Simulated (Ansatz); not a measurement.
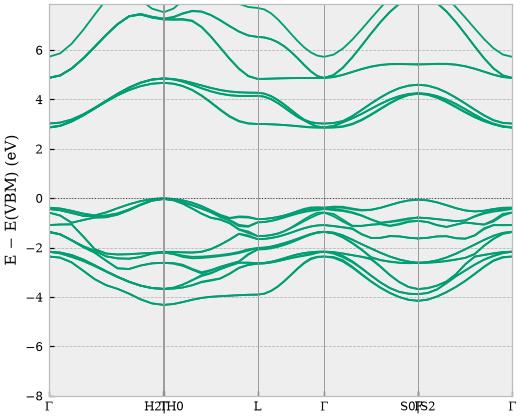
Figure. Band structure from plane-wave PAW r²SCAN with spin–orbit coupling (Ansatz code)

Task: Read off the gap and where the band edges lie.

Result: About 2.9 eV (2.86 eV by a search for the band edges); maximum at T, minimum at Γ.

The material is BaTiO3 in space group R3m (No. 160; Ba on 3a, Ti on 3a, O on 9b).

This is a known low-temperature phase of the composition, computed here at zero pressure and temperature. Symmetry was held in the r²SCAN relaxation; its stability against distortions is not shown here. The run is not spin-polarised.

Potentials: the later of the program's two PAW sets.
